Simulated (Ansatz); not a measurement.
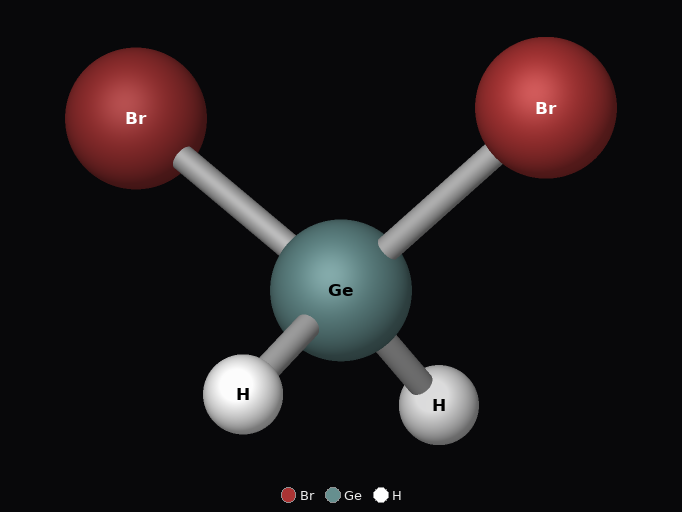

Rendered structure (ball-and-stick style). Every bond is drawn as one stick, whatever its order.

The geometry was computed by an optimisation with PBE0-D4/def2-TZVP.

Description:

Formula Br2GeH2. Its SMILES string is `[Br][GeH2][Br]`. This geometry has C2v symmetry. Coordination: 1 Ge tetrahedral.

More results for the same structure follow; atom numbers are the same in all pictures, views and colours differ.

## Dipole moment

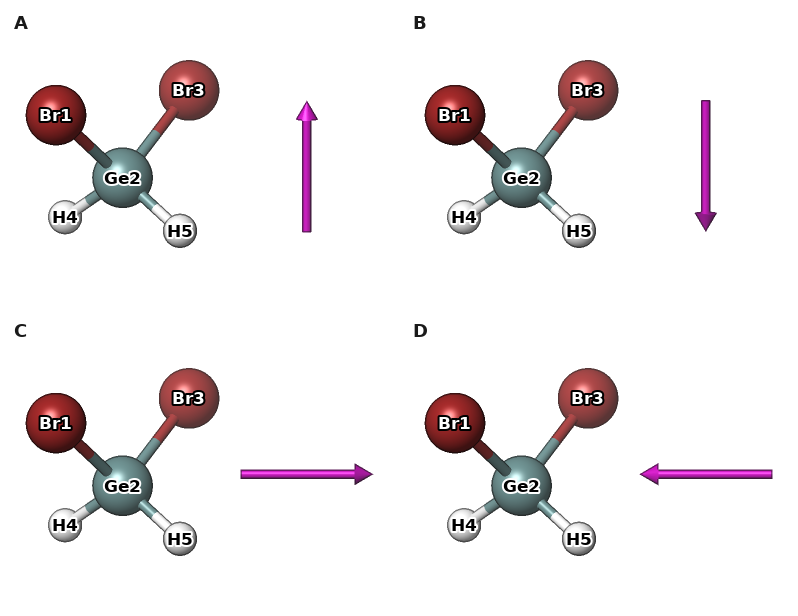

The same molecule four times, each with an arrow. Level of theory: RKS B3LYP-D4/def2-TZVPP (Ansatz 0.2.0).

**Which arrow points along the dipole moment, from the negative to the positive end?**

B. The dipole moment is 1.69 D; it points from the side of Br1, Br3 to the side of H4, H5 (the outermost atoms at the two ends).

## Levels of theory compared

Program: Ansatz 0.2.0.

Tabulate HOMO–LUMO gap (eV) at these levels: B3LYP-D4/def2-TZVPP; BHLYP-D4/def2-TZVPP; PBE-D4/def2-TZVPP; PBE0-D4/def2-SVP; r2SCAN-D4/def2-TZVPP; ωB97X-V/def2-TZVPP.

```json
{"level": "B3LYP-D4/def2-TZVPP", "HOMO–LUMO gap (eV)": "6.67"}
{"level": "BHLYP-D4/def2-TZVPP", "HOMO–LUMO gap (eV)": "9.28"}
{"level": "PBE-D4/def2-TZVPP", "HOMO–LUMO gap (eV)": "5.06"}
{"level": "PBE0-D4/def2-SVP", "HOMO–LUMO gap (eV)": "7.36"}
{"level": "r2SCAN-D4/def2-TZVPP", "HOMO–LUMO gap (eV)": "5.64"}
{"level": "ωB97X-V/def2-TZVPP", "HOMO–LUMO gap (eV)": "11.67"}
```

## Charges

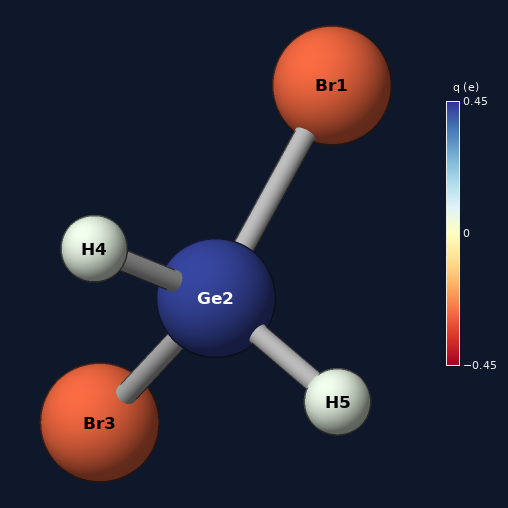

Atoms are coloured by their Mulliken charges. Level of theory: RKS PBE0-D4/def2-TZVP (Ansatz 0.2.0).

List the Mulliken charges.

```
atom  value (e)
 Br1      −0.28
 Ge2       0.43
 Br3      −0.28
  H4       0.06
  H5       0.06
```

Mulliken values depend strongly on the basis set and can even reverse the polarity of a bond.
